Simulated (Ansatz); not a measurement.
# LaGaS3 (model cell, started as cubic perovskite with Ga in the octahedra): a soft mode frozen in, part 2 of 3

Which phase does LaGaS3 (model cell, started as cubic perovskite with Ga in the octahedra) fall into along its unstable mode, and how much energy does it gain?

Ansatz 0.2.0; DFT PBEsol, scalar-relativistic, plane waves, PAW; PAW set soft_1.

So far, highest frequency on the path or at a solved wavevector (cm⁻¹): step 2 (phonons on a q mesh) 431. Also lowest frequency on the path (cm⁻¹): step 2 -185.

The structure was built from a prototype and need not be the compound's stable phase.

## 3. The mode frozen in, largest atomic shift 0 Å

The mode followed lies at q = (0.25, -0.5, -0.5) with frequency 174.1i cm⁻¹, one of the unstable modes though not the softest. At small amplitude the distorted cell has space group no. 140 by a symmetry search on the positions. The undistorted cell that holds it gives the zero of energy on the same k mesh.

System of this step: LaGaS3 (model cell, started as cubic perovskite with Ga in the octahedra). The structure is cubic, space group Pm-3m (No. 221). Conventional cell: a = 4.679 Å, b = 4.679 Å, c = 4.679 Å, α = 90.00°, β = 90.00°, γ = 90.00°. La has 12 S at 3.31 Å nearest. Nearest to Ga lie 6 S at 2.34 Å. Nearest to S lie 2 Ga at 2.34 Å and 4 La at 3.31 Å. S has 2 Ga at 2.34 Å and 4 La at 3.31 Å nearest. Farther neighbours and most contacts between anions are not listed.

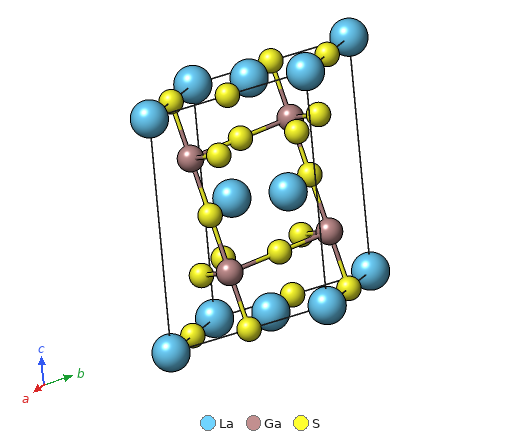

The cell of this step (lanthanum blue, gallium pink, sulfur yellow). Some periodic images of atoms are drawn too.

Contents of input.yaml:

```yaml
crystal:
  lattice:
    - [0.0, -4.6785878409, -4.6785878409]
    - [0.0, -4.6785878409, 4.6785878409]
    - [-9.3571756818, -4.6785878409, 0.0]
  atoms:
    - { symbol: La, position: [0.25, 0.25, 0.5] }
    - { symbol: La, position: [0.75, 0.75, 0.5] }
    - { symbol: La, position: [0.0, 0.0, 1.0] }
    - { symbol: La, position: [0.5, 0.5, 1.0] }
    - { symbol: Ga, position: [0.375, 0.875, 0.25] }
    - { symbol: Ga, position: [0.875, 0.375, 0.25] }
    - { symbol: Ga, position: [0.125, 0.625, 0.75] }
    - { symbol: Ga, position: [0.625, 0.125, 0.75] }
    - { symbol: S, position: [0.125, 0.125, 0.25] }
    - { symbol: S, position: [0.625, 0.625, 0.25] }
    - { symbol: S, position: [0.875, 0.875, 0.75] }
    - { symbol: S, position: [0.375, 0.375, 0.75] }
    - { symbol: S, position: [0.625, 0.125, 0.25] }
    - { symbol: S, position: [0.125, 0.625, 0.25] }
    - { symbol: S, position: [0.375, 0.875, 0.75] }
    - { symbol: S, position: [0.875, 0.375, 0.75] }
    - { symbol: S, position: [0.5, 0.0, 0.0] }
    - { symbol: S, position: [0.0, 0.5, 0.0] }
    - { symbol: S, position: [0.25, 0.75, 0.5] }
    - { symbol: S, position: [0.75, 0.25, 0.5] }
kpoints:
  mp_grid: { grid: [6, 6, 6] }
hamiltonian:
  xc: pbesol
  pseudopotentials: { kind: paw, azcp: { folder: soft_1 }, xc_functional: pbe }
scf:
  occupations: { method: methfessel_paxton, width: 0.2 }
output:
  forces: true
  stress: true
  eigenvalues: true
```

Started as:

```bash
> ansatz run input.yaml --threads 8 --pin off --max-ram 16384MiB --backend cpu --events-out ev --progress --plain --runs-dir out
```

Numbers of over 12 decimals in the logs are rounded to 6 here.

Output:

```text
[...]
Crystal: 20 atoms, lattice volume = 409.642 Å³
Basis set: ecut = 420 eV, 8023 PW (Γ), exchange–correlation on 90×90×144 points (8 copies of the dense FFT grid, shifted against one another)
Bands: 104, of which v1, the nominal top of the filled ones, is band 84 counted from 1 (83 counted from 0)
Symmetry: 64 space group operations
[...]
k-points: 30 of 216
[...]
k-point 0: bands = [... 80 lower, 8.8070, 8.8922, 8.8922, 9.3459, 9.3459, 10.6302, 10.6309, 10.9621, ... 16 higher]
  k-point 1: bands = [... 80 lower, 8.8810, 8.8810, 8.9071, 9.3197, 9.3720, 10.6867, 10.7596, 10.9169, ... 16 higher]
  k-point 2: bands = [... 80 lower, 8.9342, 9.2532, 9.2532, 9.3006, 9.3911, 10.3883, 10.8250, 10.9722, ... 16 higher]
  k-point 29: bands = [... 80 lower, 8.4616, 8.7372, 8.8973, 9.1871, 10.9754, 11.0050, 11.0159, 11.0218, ... 16 higher]
[key lines of the parts left out:]
SCF converged after 9 iterations
Free energy (F): -50260.263950 eV
Fermi energy:    9.270719 eV
P = ⅓ Tr σ = 0.0117 GPa (0.117 kbar)
```

Elapsed: 13 s, on 8 threads of Arm Neoverse V1, shared host; peak memory 2.6 GiB; 1.7 min of CPU time.

This step gave:

```yaml
pressure: 0.01172 GPa
energy_from_the_undistorted_cell: 0 meV/atom
```

The run ends at a pressure of 0.01 GPa.

## 4. The mode frozen in, largest atomic shift 0.6 Å

The atoms are moved along the unstable eigenvector, the largest shift by 0.6 Å, with the cell fixed.

input.yaml, as its differences from that of step 3:

```diff
@@ -14,10 +14,10 @@
     - { symbol: Ga, position: [0.625, 0.125, 0.75] }
-    - { symbol: S, position: [0.125, 0.125, 0.25] }
-    - { symbol: S, position: [0.625, 0.625, 0.25] }
-    - { symbol: S, position: [0.875, 0.875, 0.75] }
-    - { symbol: S, position: [0.375, 0.375, 0.75] }
-    - { symbol: S, position: [0.625, 0.125, 0.25] }
-    - { symbol: S, position: [0.125, 0.625, 0.25] }
-    - { symbol: S, position: [0.375, 0.875, 0.75] }
-    - { symbol: S, position: [0.875, 0.375, 0.75] }
+    - { symbol: S, position: [0.0608780875, 0.0608780875, 0.25] }
+    - { symbol: S, position: [0.6891219125, 0.6891219125, 0.25] }
+    - { symbol: S, position: [0.9391219125, 0.9391219125, 0.75] }
+    - { symbol: S, position: [0.3108780875, 0.3108780875, 0.75] }
+    - { symbol: S, position: [0.5608780875, 0.1891219125, 0.25] }
+    - { symbol: S, position: [0.1891219125, 0.5608780875, 0.25] }
+    - { symbol: S, position: [0.4391219125, 0.8108780875, 0.75] }
+    - { symbol: S, position: [0.8108780875, 0.4391219125, 0.75] }
     - { symbol: S, position: [0.5, 0.0, 0.0] }
```

Output:

```text
[...]
Crystal: 20 atoms, lattice volume = 409.642 Å³
Basis set: ecut = 420 eV, 8023 PW (Γ), exchange–correlation on 90×90×144 points (8 copies of the dense FFT grid, shifted against one another)
Bands: 104, of which v1, the nominal top of the filled ones, is band 84 counted from 1 (83 counted from 0)
Symmetry: 16 space group operations
[...]
k-points: 30 of 216
[...]
k-point 0: bands = [... 80 lower, 8.5421, 8.6797, 8.8208, 8.8244, 8.8244, 10.7963, 11.4225, 11.4488, ... 16 higher]
  k-point 1: bands = [... 80 lower, 8.4536, 8.5718, 8.7905, 8.7905, 8.9771, 10.8825, 11.2187, 11.4479, ... 16 higher]
  k-point 2: bands = [... 80 lower, 8.6679, 8.6679, 8.7657, 8.7657, 9.3018, 10.5343, 11.0283, 11.4389, ... 16 higher]
  k-point 29: bands = [... 80 lower, 8.3113, 8.5435, 8.5522, 8.6649, 10.8854, 10.9223, 11.1272, 11.3114, ... 16 higher]
[key lines of the parts left out:]
SCF converged after 11 iterations
Free energy (F): -50262.567541 eV
Fermi energy:    8.862178 eV
P = ⅓ Tr σ = 0.8031 GPa (8.031 kbar)
```

The job ended after 16 s (8 threads; peak memory 2.6 GiB).

Numbers from this step:

```yaml
pressure: 0.8031 GPa
energy_from_the_undistorted_cell: -115.8 meV/atom
```

The energy, extrapolated to zero smearing, is -115.77 meV/atom against the undistorted cell.

The run ends at a pressure of 0.80 GPa, with forces up to 0.13 eV/Å.

## 5. Energy along the mode, all amplitudes (two of the runs are shown above)

An imaginary frequency means negative curvature, so the energy should fall and then rise again as anharmonic terms take over.

This step gave:

```
depth at the lowest point sampled  : 115.8 meV/atom
largest atomic shift at that point : 0.6 Å
```

Energy from the parent against largest atomic shift:

| largest atomic shift (Å) | energy from the parent (meV/atom) |
| --- | --- |
| 0.000 | 0 |
| 0.040 | -1.24 |
| 0.080 | -4.86 |
| 0.140 | -14.3 |
| 0.220 | -32.7 |
| 0.320 | -60.6 |
| 0.450 | -94.9 |
| 0.600 | -116 |

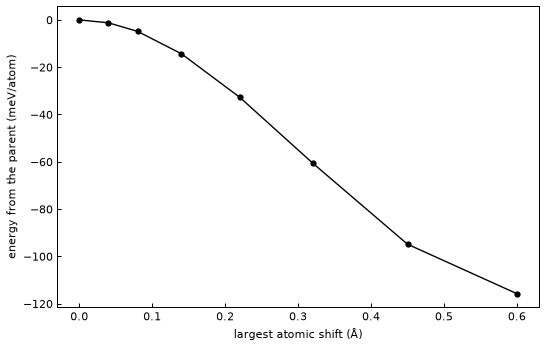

Energy from the parent against largest atomic shift.

Displacement at unit largest shift by atom:

```
atom  x (Å)  y (Å)  z (Å)  size
 La1   0.00   0.00   0.00  0.00
 La2   0.00   0.00   0.00  0.00
 La3   0.00   0.00   0.00  0.00
 La4   0.00   0.00   0.00  0.00
 Ga5   0.00   0.00   0.00  0.00
 Ga6   0.00   0.00   0.00  0.00
 Ga7   0.00   0.00   0.00  0.00
 Ga8   0.00   0.00   0.00  0.00
  S9   0.00   1.00   0.00  1.00
 S10   0.00  -1.00   0.00  1.00
 S11   0.00  -1.00   0.00  1.00
 S12   0.00   1.00   0.00  1.00
 S13   0.00   0.00   1.00  1.00
 S14   0.00   0.00  -1.00  1.00
 S15   0.00   0.00  -1.00  1.00
 S16   0.00   0.00   1.00  1.00
 S17   0.00   0.00   0.00  0.00
 S18   0.00   0.00   0.00  0.00
 S19   0.00   0.00   0.00  0.00
 S20   0.00   0.00   0.00  0.00
```

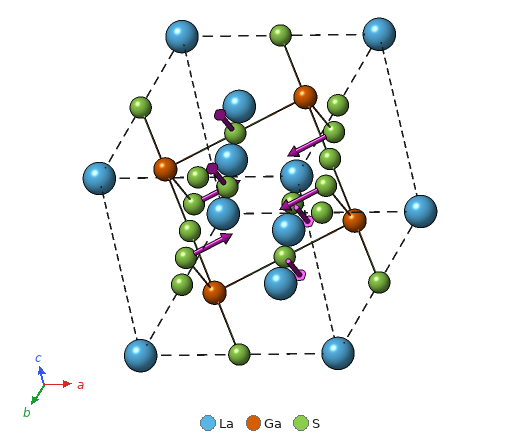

Displacement at unit largest shift as arrows, the longest 1 Å. Some periodic images of atoms are drawn too.

The lowest of the steps tried is the last one, at 0.6 Å, 116 meV/atom below the parent; the bottom of the well need not coincide with a step.

(Continued in part 3 of 3.)

[Logs are printed without paths, hosts, clocks, repeated set-up lines and the standing remarks that a program may print on its own settings, such as how far it seeks lower states.]

[Hosts, paths, dates, database ids (printed as entryN), source tags and the programs' standing remarks are cut or masked in the printed files.]
